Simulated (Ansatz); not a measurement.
System: SrTa2O5.

```yaml
crystal:
  lattice:
    - [4.13581, 0.00000, 0.00000]
    - [0.00000, 12.28896, 0.00000]
    - [0.00000, 0.00000, 3.97518]
  atoms:
    - { symbol: Sr, position: [0.00000, 0.50000, 0.00000] }
    - { symbol: Sr, position: [0.50000, 0.00000, 0.00000] }
    - { symbol: Ta, position: [0.00000, 0.83425, 0.50000] }
    - { symbol: Ta, position: [0.50000, 0.33425, 0.50000] }
    - { symbol: Ta, position: [0.00000, 0.16575, 0.50000] }
    - { symbol: Ta, position: [0.50000, 0.66575, 0.50000] }
    - { symbol: O, position: [0.00000, 0.84250, 0.00000] }
    - { symbol: O, position: [0.50000, 0.34250, 0.00000] }
    - { symbol: O, position: [0.00000, 0.15750, 0.00000] }
    - { symbol: O, position: [0.50000, 0.65750, 0.00000] }
    - { symbol: O, position: [0.00000, 0.00000, 0.50000] }
    - { symbol: O, position: [0.50000, 0.50000, 0.50000] }
    - { symbol: O, position: [0.00000, 0.65652, 0.50000] }
    - { symbol: O, position: [0.50000, 0.15652, 0.50000] }
    - { symbol: O, position: [0.00000, 0.34348, 0.50000] }
    - { symbol: O, position: [0.50000, 0.84348, 0.50000] }
```

Space group Cmmm; a generated structure, not necessarily the stable one.

Theory: DFT PBE, scalar-relativistic, plane waves, PAW in Ansatz.

Question: What will maps of the valence pseudo-density and electron localisation function show?

Answer: Ta–O (1.99 Å): ρ at the midpoint is about 0.86 e/Å³; the ELF peaks at about 0.85 in the valence shell of O, 0.6 Å from its nucleus, and drops to about 0.20 between the two atoms; no shared electron pair shows on this line.
Sr–O (2.77 Å): the density is about 0.14 e/Å³ at the midpoint; the ELF is about 0.05 at the midpoint: no localised pair shows between them.
Ta–O (2.04 Å): ρ is about 0.75 e/Å³ halfway; the ELF peaks at about 0.80 in the valence shell of O, 0.6 Å from its nucleus, and drops to about 0.20 between the two atoms; no shared electron pair shows on this line.
Ta–O (2.18 Å): ρ at the midpoint is about 0.52 e/Å³; the ELF peaks at about 0.80 in the valence shell of O, 0.6 Å from its nucleus, and drops to about 0.10 between the two atoms (no shared electron pair shows on this line).
Bader's partition of the density gives Sr +1.61, Ta +2.45 and O −1.33 to −1.26 e.

Question: Which way does charge flow, and how much by Bader's partition?

Answer: Electrons move from Sr and Ta towards O. Bader charges: Sr +1.61, Ta +2.45 and O −1.33 to −1.26 e.

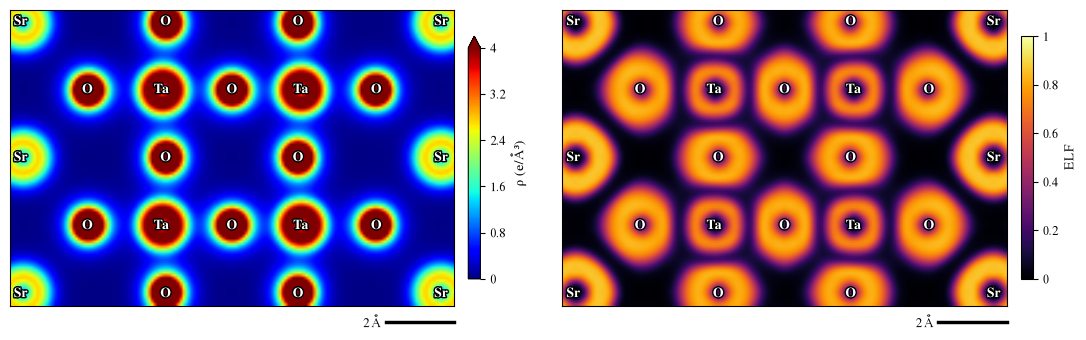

Computed valence pseudo-density and electron localisation function on the (100) plane of the conventional cell, in this order. 

The density is the valence pseudo-density of a PAW calculation; it isn't the true density close to the nuclei.
